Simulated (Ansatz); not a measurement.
## CCl3GeN: geometry relaxation

System: CCl3GeN, SMILES N#[C][Ge]([Cl])([Cl])[Cl].
Method: RKS PBE0-D4/def2-TZVP (Ansatz 0.2.0).

The geometry: PBE-D4/def2-SVP start. Figures and captions count atoms from 1; the log counts them from 0 in places.

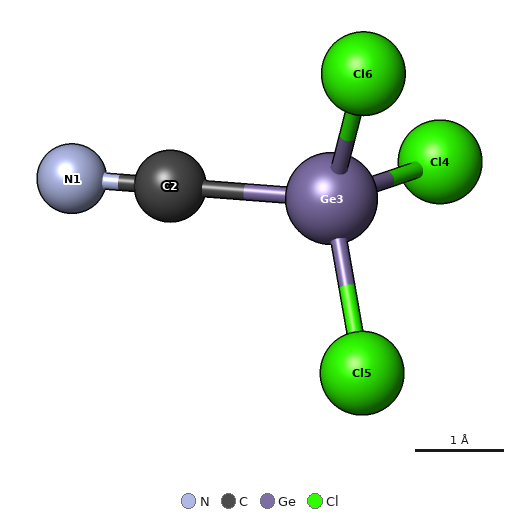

Fig. 1: The starting structure (ball-and-stick view, seen at a tilt; atoms are numbered from 1 in the order of the input). Sticks mark near contacts.

### Key numbers

| quantity | value |
| --- | --- |
| outcome | converged |
| total energy | −96596.0129 eV |
| mean-field energy | −96595.7844 eV |
| dispersion energy | −0.2285 eV |
| SCF solution under orbital rotations | stable |
| largest force (length of the vector) at the end | 0.004 eV/Å |
| dipole moment | 2.18 D |
| hardware | 4 threads of Arm Neoverse V2, 23 GiB of memory available, shared host |
| wall time | 19 s (CPU time 73 s) |
| peak memory | 0.81 GiB |

### Input file
```yaml
crystal:
  periodic: [false, false, false]
  atoms:
    - {symbol: N, position_ang: [1.735959, -1.563957, 1.151765]}
    - {symbol: C, position_ang: [0.955057, -0.862186, 0.628705]}
    - {symbol: Ge, position_ang: [-0.323071, 0.285856, -0.228887]}
    - {symbol: Cl, position_ang: [-1.884769, -0.929341, -1.049741]}
    - {symbol: Cl, position_ang: [0.674822, 1.371420, -1.782980]}
    - {symbol: Cl, position_ang: [-1.115898, 1.634207, 1.234938]}
basis:
  gaussian: {orbitals: def2-TZVP}
hamiltonian: {xc: pbe0, dispersion: d4}
relax: {f_tol: 0.005, max_steps: 150}
```

Launched with:
```bash
ansatz run in.yaml --threads 4 --pin off --events-out ev --progress --plain --max-ram 10444MiB
```

### Log
```
Functional definition: PBE0
  name "PBE0"
  cite "Adamo & Barone, J. Chem. Phys. 110, 6158 (1999) doi:10.1063/1.478522"
  cite "Perdew, Burke & Ernzerhof, Phys. Rev. Lett. 77, 3865 (1996) doi:10.1103/PhysRevLett.77.3865"
  parent pbe
  parameter a = 0.25
  parameter kappa = 0.804
  parameter beta = 0.06672455060314922
  exchange = (1 - a)*pbe_x(kappa = kappa, mu = beta*pi^2/3) + a*exact_x
  correlation = pbe_c(beta = beta)
1540 factors; their error is unknown
mean field evaluation 1: about -96590.3942 eV, gradient 5.0e1 eV
mean field evaluation 2: about -96574.1277 eV, gradient 9.8e1 eV
mean field evaluation 4: about -96595.2537 eV, gradient 7.1e0 eV
mean field evaluation 8: about -96595.3395 eV, gradient 1.9e-1 eV
mean field evaluation 16: about -96595.7264 eV, gradient 3.4e-4 eV
mean field -96595.72644426 eV, -3549.8274718916 hartree, gradient 2.5e-5 eV, S^2 0.000000; 0 other end points of the search recorded, 0 dependent functions left out
the calculation of the forces begins
reference -96595.72647449 eV, -3549.8274730023 hartree; 48, 48 occupied and 173, 173 virtual orbitals, 1540 factors
relax step   1: F+E_penalty+E_count = -96595.95176282 eV  Δ(F+E_penalty+E_count) = +0.000e0 eV  max|allowed force component| = 1.715e0 eV/Å  Δτ_max = 0.0000 Å  (30 SCF iters, accepted)
these checks for a lower state are left out or cut short: starts, cluster_reference, orbital_swaps, neighbouring_geometries, increment
1540 factors; their error is unknown
mean field -96595.78433400 eV, -3549.8295993001 hartree, gradient 1.2e-5 eV, S^2 0.000000; 0 other end points of the search recorded, 0 dependent functions left out
the calculation of the forces begins
reference -96595.78436384 eV, -3549.8296003969 hartree; 48, 48 occupied and 173, 173 virtual orbitals, 1540 factors
relax step   2: F+E_penalty+E_count = -96596.01268535 eV  Δ(F+E_penalty+E_count) = -6.092e-2 eV  max|allowed force component| = 1.025e-1 eV/Å  Δτ_max = 0.0332 Å  (32 SCF iters, accepted)
these checks for a lower state are left out or cut short: starts, cluster_reference, orbital_swaps, neighbouring_geometries, increment
1540 factors; their error is unknown
mean field evaluation 32: about -96595.7844 eV, gradient 1.7e-5 eV
mean field -96595.78440343 eV, -3549.8296018519 hartree, gradient 1.7e-5 eV, S^2 0.000000; 0 other end points of the search recorded, 0 dependent functions left out
the calculation of the forces begins
reference -96595.78443328 eV, -3549.8296029486 hartree; 48, 48 occupied and 173, 173 virtual orbitals, 1540 factors
relax step   3: F+E_penalty+E_count = -96596.01285091 eV  Δ(F+E_penalty+E_count) = -1.656e-4 eV  max|allowed force component| = 1.029e-2 eV/Å  Δτ_max = 0.0040 Å  (34 SCF iters, accepted)
these checks for a lower state are left out or cut short: starts, cluster_reference, orbital_swaps, neighbouring_geometries, increment
1540 factors; their error is unknown
mean field -96595.78440224 eV, -3549.8296018079 hartree, gradient 3.0e-5 eV, S^2 0.000000; 0 other end points of the search recorded, 0 dependent functions left out
the calculation of the forces begins
reference -96595.78443208 eV, -3549.8296029046 hartree; 48, 48 occupied and 173, 173 virtual orbitals, 1540 factors
relax step   4: F+E_penalty+E_count = -96596.01285639 eV  Δ(F+E_penalty+E_count) = -5.476e-6 eV  max|allowed force component| = 2.599e-3 eV/Å  Δτ_max = 0.0006 Å  (22 SCF iters, accepted)
```

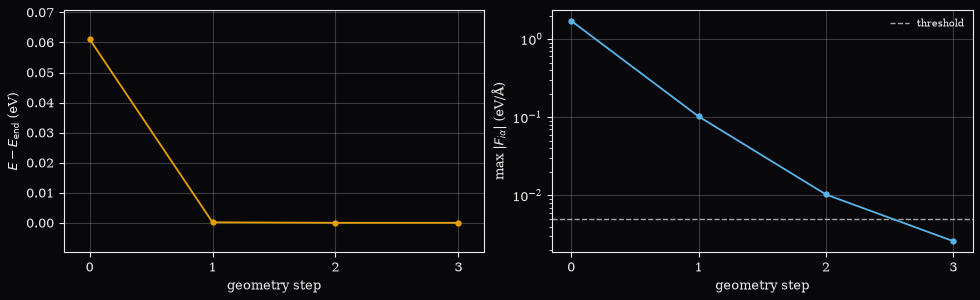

Fig. 2: Progress of the relaxation, step by step (the first geometry is step 0 here and step 1 in the log).

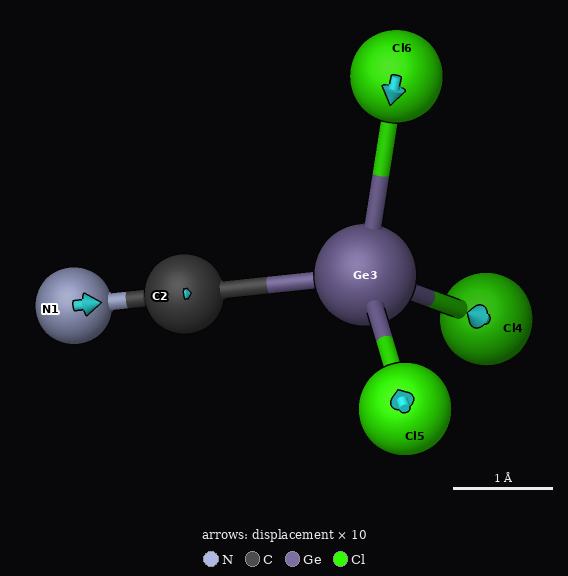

Fig. 3: The starting structure with the displacements as teal arrows, magnified 10 times (ball-and-stick view, seen at a tilt). The two geometries are laid on each other by the best rigid fit. Over 3 geometry steps the energy falls by 0.061 eV. The largest force component goes from 1.7 to 0.0026 eV/Å. The largest moves after the best rigid fit, 0.033 Å, are those of Cl4, Cl5 and Cl6. By element the largest moves are Cl 0.033 Å, N 0.031 Å, C 0.008 Å, Ge 0.003 Å. Among the contacts that change: Ge3–Cl4 2.142 → 2.110 Å, N1–C2 1.173 → 1.151 Å, C2–Ge3 1.920 → 1.909 Å. (Atoms are counted from 1 in the order of the input.)

```
1540 factors; their error is unknown
mean field -96595.78440224 eV, -3549.8296018079 hartree, gradient 3.0e-5 eV, S^2 0.000000; 1 other end points of the search recorded, 0 dependent functions left out
the calculation of the forces begins
reference -96595.78443208 eV, -3549.8296029046 hartree; 48, 48 occupied and 173, 173 virtual orbitals, 1540 factors
Total energy: -96596.01288623 eV, -3549.8379984397 hartree
Atom 0 at     1.715434    -1.545631     1.138415 Å, force    -0.000849     0.000865    -0.000074 eV/Å
Atom 1 at     0.949556    -0.857357     0.625004 Å, force    -0.000937     0.000689    -0.001357 eV/Å
Atom 2 at    -0.320866     0.283964    -0.227636 Å, force     0.002599    -0.002274     0.001950 eV/Å
Atom 3 at    -1.860070    -0.912019    -1.036646 Å, force    -0.000480    -0.000045    -0.000280 eV/Å
Atom 4 at     0.660646     1.354309    -1.758969 Å, force    -0.000025     0.000371    -0.000407 eV/Å
Atom 5 at    -1.102600     1.612732     1.213632 Å, force    -0.000308     0.000395     0.000168 eV/Å
Dipole moment:    -0.302641     0.271990    -0.202957 e Å
```

### Trajectory as extended XYZ (Å, eV, eV/Å), 4 frames, from step=1 to step=4
```
6
Properties=species:S:1:pos:R:3:forces:R:3 step=1 energy=-96595.95176
N     1.7360   -1.5640    1.1518   -1.7150   1.5415  -1.1482
C     0.9551   -0.8622    0.6287    1.5441  -1.3887   1.0340
Ge   -0.3231    0.2859   -0.2289   -0.1994   0.1799  -0.1348
Cl   -1.8848   -0.9293   -1.0497    0.4429   0.3559   0.2320
Cl    0.6748    1.3714   -1.7830   -0.2944  -0.3062   0.4429
Cl   -1.1159    1.6342    1.2349    0.2218  -0.3825  -0.4260
6
Properties=species:S:1:pos:R:3:forces:R:3 step=2 energy=-96596.01268
N     1.7175   -1.5475    1.1397    0.0664  -0.0595   0.0452
C     0.9521   -0.8597    0.6268   -0.1025   0.0918  -0.0697
Ge   -0.3199    0.2831   -0.2269    0.0158  -0.0138   0.0106
Cl   -1.8613   -0.9094   -1.0375    0.0073  -0.0055   0.0047
Cl    0.6580    1.3556   -1.7595    0.0060  -0.0066   0.0053
Cl   -1.1043    1.6139    1.2113    0.0070  -0.0065   0.0039
6
Properties=species:S:1:pos:R:3:forces:R:3 step=3 energy=-96596.01285
N     1.7154   -1.5456    1.1383   -0.0003   0.0004   0.0003
C     0.9495   -0.8573    0.6250   -0.0062   0.0054  -0.0050
Ge   -0.3212    0.2843   -0.2279    0.0103  -0.0091   0.0071
Cl   -1.8600   -0.9124   -1.0366   -0.0012   0.0012  -0.0008
Cl    0.6610    1.3542   -1.7590   -0.0013   0.0011  -0.0008
Cl   -1.1025    1.6127    1.2140   -0.0012   0.0010  -0.0009
6
Properties=species:S:1:pos:R:3:forces:R:3 step=4 energy=-96596.01286
N     1.7154   -1.5456    1.1384   -0.0008   0.0009  -0.0001
C     0.9496   -0.8574    0.6250   -0.0009   0.0007  -0.0014
Ge   -0.3209    0.2840   -0.2276    0.0026  -0.0023   0.0019
Cl   -1.8601   -0.9120   -1.0366   -0.0005   0.0000  -0.0003
Cl    0.6606    1.3543   -1.7590    0.0000   0.0004  -0.0004
Cl   -1.1026    1.6127    1.2136   -0.0003   0.0004   0.0002
```

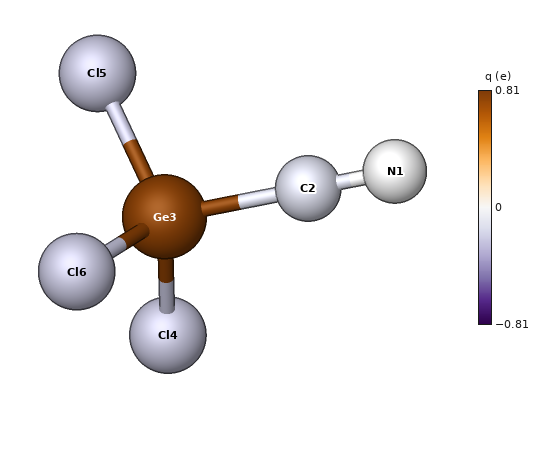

Fig. 4: Mulliken charges, as the colour of each atom (ball-and-stick view, seen at a tilt; atoms are numbered from 1 in the order of the input). By element: N 0.00, C −0.14, Ge +0.77 and Cl −0.21 e.
